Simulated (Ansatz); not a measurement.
# Run report: SiH5S2 (charge +1), geometry relaxation

System: SiH5S2, charge +1.
Method: RKS B3LYP/6-31G (Ansatz 0.2.0).

It belongs to a series of runs on one base structure; here: end point B relaxed.

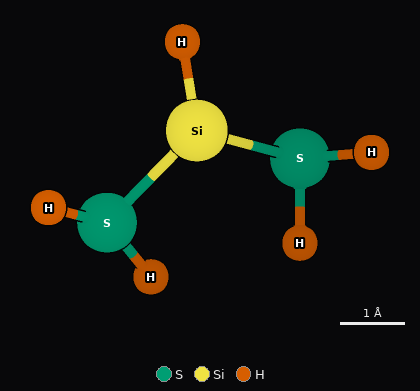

Fig. 1: The structure as given in the input (ball-and-stick view, seen at a tilt).

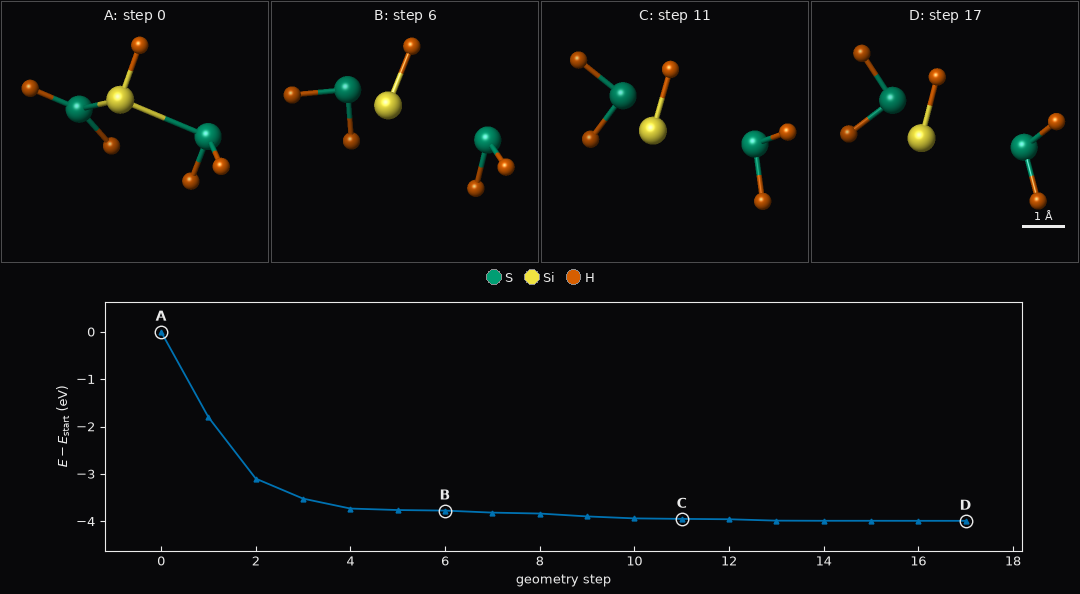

Fig. 2: Frames of the relaxation (ball-and-stick view, seen at a tilt) above the curves, on which the letters mark them (the first geometry is step 0 here and step 1 in the log).

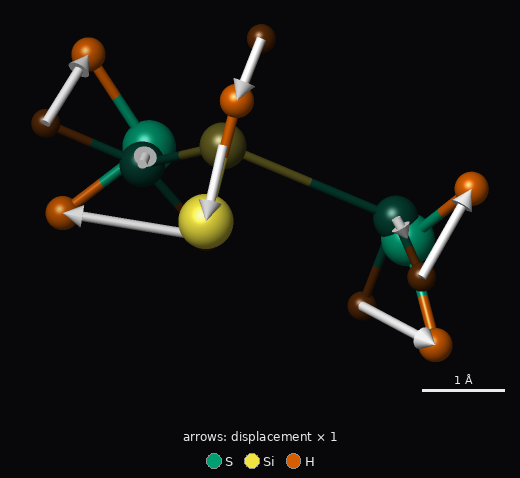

Fig. 3: Start (faint) and end (solid) with the displacements as white arrows, at true length (ball-and-stick view, seen at a tilt). The two geometries are laid on each other by the best rigid fit. Over 17 geometry steps the energy falls by 3.990 eV. Largest force component: 4.2 eV/Å at the start, 0.0032 eV/Å at the end. The atom that moves furthest after the best rigid fit is H6 (1.77 Å). By element the largest moves are H 1.77 Å, Si 0.96 Å, S 0.44 Å. Distances before and after: S1–Si2 2.111 → 2.632 Å, Si2–S3 2.389 → 2.632 Å, Si2–H5 1.450 → 1.552 Å, S1–H4 1.328 → 1.376 Å. Among the angles that change: H4–S1–H6 151.6° → 96.7°, H7–S3–H8 93.4° → 96.7°. (Atoms are counted from 1 in the order of the input.)

The input and output of the run follow.

Input:
```yaml
crystal:
  periodic: [false, false, false]
  atoms:
    - { symbol: S, position_ang: [-1.89693, -0.11615, -0.63586] }
    - { symbol: Si, position_ang: [0.04043, 0.68349, -0.38167] }
    - { symbol: S, position_ang: [1.11247, -1.33235, 0.32085] }
    - { symbol: H, position_ang: [-2.50963, 0.98984, -1.04096] }
    - { symbol: H, position_ang: [0.86916, 0.9391, -1.54383] }
    - { symbol: H, position_ang: [-1.88384, -1.31722, 0.0436] }
    - { symbol: H, position_ang: [1.90254, -0.85974, 1.28981] }
    - { symbol: H, position_ang: [0.19468, -1.78397, 1.18126] }
total_charge: 1
basis:
  gaussian: { orbitals: "6-31G" }
hamiltonian:
  xc: b3lyp
relax:
  f_tol: 0.02
  max_steps: 50
```

Launch command:
```bash
ansatz run input.yaml --threads 1 --pin off --max-ram 2048MiB --backend cpu --events-out ev --progress --plain --runs-dir out
```

Output:
```
The last accepted step is kept in [file] (removed where the run ends without a failure and the disk answers)
Engine: ansatz 0.2.0, aarch64-unknown-linux-gnu
Functional definition: B3LYP
  parameter a0 = 0.2
  parameter ax = 0.72
  parameter ac = 0.81
  exchange = (1 - a0 - ax)*slater_x + ax*b88_x + a0*exact_x
  correlation = (1 - ac)*vwn_rpa_c + ac*lyp_c
625 factors; integrals over basis functions are off by at most 1.7e-4 eV
mean field evaluation 1: about -29613.3576 eV, gradient 2.4e1 eV
mean field evaluation 2: about -29600.3107 eV, gradient 4.1e1 eV
mean field evaluation 4: about -29615.2304 eV, gradient 6.4e0 eV
mean field evaluation 8: about -29615.4531 eV, gradient 2.3e-1 eV
mean field evaluation 16: about -29615.4545 eV, gradient 5.1e-4 eV
mean field evaluation 32: about -29615.4354 eV, gradient 3.5e-1 eV
mean field -29615.45447513 eV, -1088.3478778850 hartree, gradient 2.4e-5 eV, S^2 0.000000; 3 other end points of the search recorded, 0 dependent functions left out
the calculation of the forces begins
reference -29615.45471174 eV, -1088.3478865804 hartree; 25, 25 occupied and 24, 24 virtual orbitals, 625 factors
relax step   1: F+E_penalty+E_count = -29615.45447513 eV  Δ(F+E_penalty+E_count) = +0.000e0 eV  max|allowed force component| = 4.228e0 eV/Å  Δτ_max = 0.0000 Å  (68 SCF iters, accepted)
these checks for a lower state are left out or cut short: starts, cluster_reference, orbital_swaps, neighbouring_geometries, increment
625 factors; integrals over basis functions are off by at most 1.8e-4 eV
mean field -29617.25826946 eV, -1088.4141661039 hartree, gradient 2.5e-5 eV, S^2 0.000000; 0 other end points of the search recorded, 0 dependent functions left out
[... from here on the field's lines of each further geometry are left out, up to the last ...]
relax step   2: F+E_penalty+E_count = -29617.25826946 eV  Δ(F+E_penalty+E_count) = -1.804e0 eV  max|allowed force component| = 2.431e0 eV/Å  Δτ_max = 0.1948 Å  (26 SCF iters, accepted)
relax step   3: F+E_penalty+E_count = -29618.55357686 eV  Δ(F+E_penalty+E_count) = -1.295e0 eV  max|allowed force component| = 1.299e0 eV/Å  Δτ_max = 0.1950 Å  (30 SCF iters, accepted)
relax step   4: F+E_penalty+E_count = -29618.97631742 eV  Δ(F+E_penalty+E_count) = -4.227e-1 eV  max|allowed force component| = 1.373e0 eV/Å  Δτ_max = 0.1948 Å  (25 SCF iters, accepted)
relax step   5: F+E_penalty+E_count = -29619.18568523 eV  Δ(F+E_penalty+E_count) = -2.094e-1 eV  max|allowed force component| = 5.402e-1 eV/Å  Δτ_max = 0.1945 Å  (25 SCF iters, accepted)
relax step   6: F+E_penalty+E_count = -29619.21704022 eV  Δ(F+E_penalty+E_count) = -3.135e-2 eV  max|allowed force component| = 2.064e-1 eV/Å  Δτ_max = 0.1586 Å  (25 SCF iters, accepted)
relax step   7: F+E_penalty+E_count = -29619.22893143 eV  Δ(F+E_penalty+E_count) = -1.189e-2 eV  max|allowed force component| = 1.746e-1 eV/Å  Δτ_max = 0.0801 Å  (25 SCF iters, accepted)
relax step   8: F+E_penalty+E_count = -29619.27155479 eV  Δ(F+E_penalty+E_count) = -4.262e-2 eV  max|allowed force component| = 1.399e-1 eV/Å  Δτ_max = 0.2000 Å  (24 SCF iters, accepted)
relax step   9: F+E_penalty+E_count = -29619.29102214 eV  Δ(F+E_penalty+E_count) = -1.947e-2 eV  max|allowed force component| = 6.398e-1 eV/Å  Δτ_max = 0.1954 Å  (25 SCF iters, accepted)
relax step  10: F+E_penalty+E_count = -29619.35174838 eV  Δ(F+E_penalty+E_count) = -6.073e-2 eV  max|allowed force component| = 2.358e-1 eV/Å  Δτ_max = 0.2000 Å  (23 SCF iters, accepted)
relax step  11: F+E_penalty+E_count = -29619.39323275 eV  Δ(F+E_penalty+E_count) = -4.148e-2 eV  max|allowed force component| = 9.068e-2 eV/Å  Δτ_max = 0.2000 Å  (25 SCF iters, accepted)
relax step  12: F+E_penalty+E_count = -29619.40389439 eV  Δ(F+E_penalty+E_count) = -1.066e-2 eV  max|allowed force component| = 4.761e-1 eV/Å  Δτ_max = 0.1902 Å  (25 SCF iters, accepted)
relax step  13: F+E_penalty+E_count = -29619.41165221 eV  Δ(F+E_penalty+E_count) = -7.758e-3 eV  max|allowed force component| = 3.940e-1 eV/Å  Δτ_max = 0.1352 Å  (26 SCF iters, accepted)
relax step  14: F+E_penalty+E_count = -29619.44098966 eV  Δ(F+E_penalty+E_count) = -2.934e-2 eV  max|allowed force component| = 7.723e-2 eV/Å  Δτ_max = 0.1101 Å  (24 SCF iters, accepted)
relax step  15: F+E_penalty+E_count = -29619.44398540 eV  Δ(F+E_penalty+E_count) = -2.996e-3 eV  max|allowed force component| = 1.697e-2 eV/Å  Δτ_max = 0.0688 Å  (25 SCF iters, accepted)
relax step  16: F+E_penalty+E_count = -29619.44402577 eV  Δ(F+E_penalty+E_count) = -4.036e-5 eV  max|allowed force component| = 7.266e-2 eV/Å  Δτ_max = 0.0834 Å  (24 SCF iters, accepted)
relax step  17: F+E_penalty+E_count = -29619.44478994 eV  Δ(F+E_penalty+E_count) = -7.642e-4 eV  max|allowed force component| = 3.777e-2 eV/Å  Δτ_max = 0.0255 Å  (24 SCF iters, accepted)
the calculation of the forces begins
reference -29619.44519292 eV, -1088.4945340587 hartree; 25, 25 occupied and 24, 24 virtual orbitals, 625 factors
relax step  18: F+E_penalty+E_count = -29619.44493803 eV  Δ(F+E_penalty+E_count) = -1.481e-4 eV  max|allowed force component| = 3.154e-3 eV/Å  Δτ_max = 0.0088 Å  (19 SCF iters, accepted)
625 factors; integrals over basis functions are off by at most 2.1e-4 eV
mean field evaluation 160: about -29619.4449 eV, gradient 1.1e-2 eV
mean field -29619.44493803 eV, -1088.4945246918 hartree, gradient 2.7e-5 eV, S^2 0.000000; 1 other end points of the search recorded, 0 dependent functions left out
the calculation of the forces begins
reference -29619.44519292 eV, -1088.4945340587 hartree; 25, 25 occupied and 24, 24 virtual orbitals, 625 factors
Total energy: -29619.44519292 eV, -1088.4945340587 hartree
Atom 0 at    -2.027649    -0.408455    -0.938715 Å, force     0.001539     0.000044     0.002753 eV/Å
Atom 1 at    -0.189287     0.741983     0.553495 Å, force    -0.001233    -0.003154     0.001606 eV/Å
Atom 2 at     1.139413    -1.530219     0.547808 Å, force    -0.002415     0.002078     0.000246 eV/Å
Atom 3 at    -2.254088     0.477144    -1.967850 Å, force     0.000210    -0.000156    -0.000606 eV/Å
Atom 4 at     0.536924     1.020765    -0.789745 Å, force     0.001240     0.001331    -0.003018 eV/Å
Atom 5 at    -3.191771    -0.156248    -0.251682 Å, force    -0.000563     0.000529    -0.000900 eV/Å
Atom 6 at     2.427059    -1.192793     0.197599 Å, force     0.000442     0.000381     0.000021 eV/Å
Atom 7 at     1.388278    -1.749177     1.882290 Å, force     0.000780    -0.001052    -0.000103 eV/Å
Dipole moment:     0.074228     0.367565     0.120891 e Å
```

Trajectory as extended XYZ (Å, eV, eV/Å), 18 frames, from step=1 to step=18:
```
8
Properties=species:S:1:pos:R:3:forces:R:3 step=1 energy=-29615.45447
S    -1.8969   -0.1162   -0.6359   -0.9166  -3.1071  -2.3423
Si    0.0404    0.6835   -0.3817    3.7599   4.2283   3.5621
S     1.1125   -1.3323    0.3209    0.7168  -1.3600  -1.1400
H    -2.5096    0.9898   -1.0410   -2.0424   0.2295   0.5540
H     0.8692    0.9391   -1.5438    0.2487  -0.7175  -2.0561
H    -1.8838   -1.3172    0.0436   -1.7408   0.7177   0.1416
H     1.9025   -0.8597    1.2898    0.6690   0.5200   0.5635
H     0.1947   -1.7840    1.1813   -0.6947  -0.5109   0.7172
8
Properties=species:S:1:pos:R:3:forces:R:3 step=2 energy=-29617.25827
S    -1.8733   -0.1615   -0.7338    0.7852  -1.4635  -2.3904
Si    0.1385    0.8121   -0.2730    1.8332   2.4312   1.5963
S     1.1338   -1.3716    0.3153    0.4892  -0.7052  -0.4865
H    -2.5788    0.9664   -1.0061   -1.4885  -0.4201   0.9877
H     0.8596    0.8990   -1.5989   -0.1737  -0.5030  -0.7565
H    -1.9543   -1.2962    0.0484   -1.6139   0.8775   0.3209
H     1.9148   -0.8475    1.2910    0.4673   0.0898   0.3258
H     0.1885   -1.7978    1.1904   -0.2986  -0.3067   0.4027
8
Properties=species:S:1:pos:R:3:forces:R:3 step=3 energy=-29618.55358
S    -1.8113   -0.2230   -0.9082   -0.2238  -0.3983  -1.1972
Si    0.2180    0.9380   -0.1952    0.9022   0.8938   0.0282
S     1.1595   -1.3948    0.3175    0.2257  -0.1393   0.1188
H    -2.6601    0.9115   -0.9242   -0.1524  -1.2152   0.7898
H     0.8402    0.8694   -1.6390   -0.2892  -0.1186   0.3026
H    -2.0584   -1.2171    0.0687   -0.7743   1.2985  -0.2048
H     1.9496   -0.8690    1.3094    0.2811  -0.1818   0.0836
H     0.1914   -1.8121    1.2042    0.0307  -0.1390   0.0789
8
Properties=species:S:1:pos:R:3:forces:R:3 step=4 energy=-29618.97632
S    -1.8058   -0.2725   -1.0965   -1.3735   0.3362   1.1759
Si    0.2452    1.0025   -0.1773    0.3416   0.1881  -0.5276
S     1.1946   -1.3884    0.3432    0.1051  -0.0075   0.3114
H    -2.7291    0.8266   -0.8414    0.7176  -1.2623  -0.2157
H     0.8248    0.8665   -1.6460   -0.1152   0.0466   0.5251
H    -2.1454   -1.0600    0.0790    0.0615   0.8987  -1.1305
H     2.0230   -0.9308    1.3505    0.0881  -0.1920  -0.0726
H     0.2216   -1.8410    1.2218    0.1748  -0.0079  -0.0662
8
Properties=species:S:1:pos:R:3:forces:R:3 step=5 energy=-29619.18569
S    -1.9175   -0.2059   -1.1077   -0.5402  -0.0265   0.3546
Si    0.2663    0.9990   -0.2001    0.0754   0.2330   0.0344
S     1.3001   -1.3890    0.3994   -0.0368  -0.0743   0.0643
H    -2.8747    0.7970   -0.8930    0.3802  -0.3734  -0.0667
H     0.8578    0.8629   -1.6323   -0.0668  -0.1039   0.1213
H    -2.3033   -0.9847   -0.0061    0.0619   0.3471  -0.4113
H     2.1629   -1.0061    1.4056    0.0227   0.0027  -0.0668
H     0.3373   -1.8701    1.2674    0.1037  -0.0048  -0.0299
8
Properties=species:S:1:pos:R:3:forces:R:3 step=6 energy=-29619.21704
S    -2.0117   -0.1658   -1.1709   -0.0250  -0.0615   0.2064
Si    0.2246    0.9663   -0.1496   -0.0172   0.0159   0.0358
S     1.3936   -1.4115    0.4334   -0.1887   0.0289  -0.0522
H    -2.9145    0.8623   -0.9540    0.1093  -0.1164  -0.0080
H     0.8084    0.7847   -1.5655    0.0427   0.0088  -0.0370
H    -2.4264   -0.9297   -0.0895   -0.0512   0.1386  -0.1740
H     2.2817   -0.9900    1.3977    0.0291   0.0202   0.0053
H     0.4732   -1.9134    1.3316    0.1010  -0.0345   0.0237
8
Properties=species:S:1:pos:R:3:forces:R:3 step=7 energy=-29619.22893
S    -2.0000   -0.1862   -1.1534    0.1539  -0.0506  -0.0108
Si    0.2322    0.9938   -0.1482   -0.1416  -0.1018   0.1746
S     1.3525   -1.4065    0.4322   -0.0745   0.0197   0.0400
H    -2.8692    0.8582   -0.9626   -0.0958   0.1251  -0.0489
H     0.8227    0.8005   -1.5560    0.0506  -0.0357  -0.1052
H    -2.5041   -0.9290   -0.1094    0.0177  -0.0141   0.0439
H     2.2819   -0.9649    1.3506    0.0257  -0.0304  -0.0374
H     0.5127   -1.9629    1.3800    0.0640   0.0878  -0.0563
8
Properties=species:S:1:pos:R:3:forces:R:3 step=8 energy=-29619.27155
S    -1.9725   -0.2322   -1.1443   -0.0021  -0.0291   0.0901
Si    0.1619    0.9626   -0.0260   -0.0184  -0.1066  -0.0297
S     1.3085   -1.4287    0.4094   -0.1026   0.0097   0.1399
H    -2.8323    0.8461   -1.1588    0.0125  -0.0125  -0.0472
H     0.7912    0.8284   -1.4351    0.0045   0.0736   0.0276
H    -2.5819   -0.8494   -0.0694    0.0066   0.0544  -0.0473
H     2.3738   -1.0038    1.1784   -0.0065  -0.0396  -0.0625
H     0.5801   -1.9200    1.4789    0.1060   0.0501  -0.0709
8
Properties=species:S:1:pos:R:3:forces:R:3 step=9 energy=-29619.29102
S    -1.9507   -0.2820   -1.1253   -0.4423   0.2645   0.1802
Si    0.0994    0.9344    0.0719    0.0439  -0.0376  -0.0953
S     1.2516   -1.4477    0.4028    0.2483   0.0031   0.6398
H    -2.7863    0.8244   -1.3475    0.3259  -0.4405   0.0757
H     0.7648    0.8906   -1.3348   -0.0361   0.0591   0.1148
H    -2.6651   -0.7674   -0.0327    0.1001   0.1637  -0.2716
H     2.4550   -1.0505    1.0109   -0.4774  -0.1650  -0.2866
H     0.6601   -1.8989    1.5879    0.2375   0.1528  -0.3570
8
Properties=species:S:1:pos:R:3:forces:R:3 step=10 energy=-29619.35175
S    -1.9776   -0.3147   -1.1128   -0.1461   0.1031   0.1198
Si    0.0361    0.8790    0.1697    0.0208  -0.0674  -0.0733
S     1.2450   -1.4841    0.4292    0.0674   0.0543   0.2358
H    -2.7031    0.8012   -1.4976    0.1124  -0.1290  -0.0183
H     0.7234    0.9118   -1.2259   -0.0338   0.0372   0.0864
H    -2.8197   -0.6450   -0.0663    0.0592   0.0304  -0.1015
H     2.4970   -1.0638    0.8497   -0.1265  -0.0571  -0.1265
H     0.8276   -1.8814    1.6872    0.0465   0.0285  -0.1224
8
Properties=species:S:1:pos:R:3:forces:R:3 step=11 energy=-29619.39323
S    -1.9884   -0.3463   -1.0727   -0.0698   0.0605   0.0520
Si   -0.0289    0.8321    0.2751   -0.0089  -0.0418  -0.0016
S     1.2152   -1.5016    0.4608    0.0305   0.0358   0.0907
H    -2.5874    0.7548   -1.6541    0.0546  -0.0818  -0.0098
H     0.6689    0.9284   -1.1086   -0.0073   0.0272   0.0286
H    -2.9519   -0.5230   -0.1009    0.0348   0.0231  -0.0519
H     2.5169   -1.0853    0.6601   -0.0589  -0.0384  -0.0600
H     0.9844   -1.8560    1.7734    0.0251   0.0153  -0.0479
8
Properties=species:S:1:pos:R:3:forces:R:3 step=12 energy=-29619.40389
S    -1.9905   -0.3709   -1.0236   -0.4761   0.3513  -0.0638
Si   -0.0804    0.8094    0.3694   -0.0258   0.0162   0.0566
S     1.1767   -1.5067    0.4937    0.4365   0.0193   0.2883
H    -2.4930    0.6816   -1.8020    0.2064  -0.4031   0.2808
H     0.6291    0.9722   -1.0023   -0.0059  -0.0117   0.0109
H    -3.0604   -0.4134   -0.1316    0.2941   0.0452  -0.2420
H     2.5245   -1.1320    0.4861   -0.4533  -0.1295  -0.0180
H     1.1228   -1.8373    1.8436    0.0240   0.1123  -0.3128
8
Properties=species:S:1:pos:R:3:forces:R:3 step=13 energy=-29619.41165
S    -1.9746   -0.4071   -1.0077   -0.3276   0.3020   0.1508
Si   -0.1301    0.7966    0.4641    0.0728  -0.1721  -0.2565
S     1.1477   -1.5198    0.4765    0.1721   0.1004   0.3940
H    -2.3888    0.6141   -1.8555    0.0956  -0.2156   0.1495
H     0.5824    0.9575   -0.9062    0.0087   0.1552   0.0485
H    -3.0627   -0.3271   -0.1481    0.1541  -0.0548  -0.2316
H     2.4834   -1.1569    0.3661   -0.2415  -0.0526   0.0006
H     1.1716   -1.7543    1.8439    0.0657  -0.0625  -0.2553
8
Properties=species:S:1:pos:R:3:forces:R:3 step=14 energy=-29619.44099
S    -1.9946   -0.4022   -0.9654   -0.0240   0.0269  -0.0089
Si   -0.1495    0.7809    0.4909   -0.0339  -0.0334   0.0772
S     1.1350   -1.5210    0.5213    0.0168   0.0228   0.0122
H    -2.3332    0.5404   -1.9106    0.0177  -0.0123  -0.0085
H     0.5704    1.0226   -0.8569    0.0347   0.0059  -0.0672
H    -3.1274   -0.2610   -0.1989   -0.0109  -0.0020   0.0035
H     2.4498   -1.1866    0.2870   -0.0023  -0.0004  -0.0197
H     1.2783   -1.7701    1.8658    0.0020  -0.0075   0.0114
8
Properties=species:S:1:pos:R:3:forces:R:3 step=15 energy=-29619.44399
S    -2.0119   -0.4032   -0.9527   -0.0108   0.0051   0.0054
Si   -0.1700    0.7640    0.5250   -0.0087  -0.0170   0.0164
S     1.1370   -1.5228    0.5378    0.0073   0.0003   0.0134
H    -2.2969    0.5085   -1.9439    0.0106   0.0003  -0.0053
H     0.5557    1.0233   -0.8213    0.0057   0.0019  -0.0153
H    -3.1643   -0.2104   -0.2273    0.0014   0.0014  -0.0009
H     2.4400   -1.1952    0.2385   -0.0021   0.0058  -0.0113
H     1.3392   -1.7614    1.8771   -0.0034   0.0022  -0.0024
8
Properties=species:S:1:pos:R:3:forces:R:3 step=16 energy=-29619.44403
S    -2.0336   -0.4132   -0.9364   -0.0560   0.0711  -0.0297
Si   -0.1948    0.7335    0.5597    0.0045   0.0140  -0.0081
S     1.1358   -1.5361    0.5560    0.0727   0.0154   0.0206
H    -2.2362    0.4767   -1.9719   -0.0052  -0.0593   0.0636
H     0.5364    1.0187   -0.7831   -0.0219  -0.0195   0.0271
H    -3.2047   -0.1452   -0.2602    0.0704  -0.0070  -0.0415
H     2.4155   -1.1858    0.1792   -0.0529  -0.0315   0.0280
H     1.4104   -1.7457    1.8898   -0.0114   0.0168  -0.0600
8
Properties=species:S:1:pos:R:3:forces:R:3 step=17 energy=-29619.44479
S    -2.0247   -0.4060   -0.9406   -0.0378   0.0230  -0.0100
Si   -0.1878    0.7461    0.5526    0.0069   0.0004  -0.0123
S     1.1377   -1.5276    0.5494    0.0318  -0.0042   0.0186
H    -2.2607    0.4817   -1.9679    0.0111  -0.0208   0.0269
H     0.5401    1.0215   -0.7917   -0.0066   0.0009   0.0107
H    -3.1914   -0.1650   -0.2510    0.0297  -0.0037  -0.0145
H     2.4282   -1.1971    0.1981   -0.0282  -0.0025   0.0058
H     1.3876   -1.7505    1.8843   -0.0069   0.0069  -0.0252
8
Properties=species:S:1:pos:R:3:forces:R:3 step=18 energy=-29619.44494
S    -2.0276   -0.4085   -0.9387    0.0015   0.0000   0.0028
Si   -0.1893    0.7420    0.5535   -0.0012  -0.0032   0.0016
S     1.1394   -1.5302    0.5478   -0.0024   0.0021   0.0002
H    -2.2541    0.4771   -1.9679    0.0002  -0.0002  -0.0006
H     0.5369    1.0208   -0.7897    0.0012   0.0013  -0.0030
H    -3.1918   -0.1562   -0.2517   -0.0006   0.0005  -0.0009
H     2.4271   -1.1928    0.1976    0.0004   0.0004   0.0000
H     1.3883   -1.7492    1.8823    0.0008  -0.0011  -0.0001
```

Results in brief:

| quantity | value |
| --- | --- |
| outcome | converged |
| total energy | −29619.4452 eV |
| mean-field energy | −29619.4452 eV |
| largest force (length of the vector) at the end | 0.004 eV/Å |
| hardware | 1 thread of Arm Neoverse N1, 16 GiB of memory available, shared host |
| wall time | 69 s |
| peak memory | 0.12 GiB |
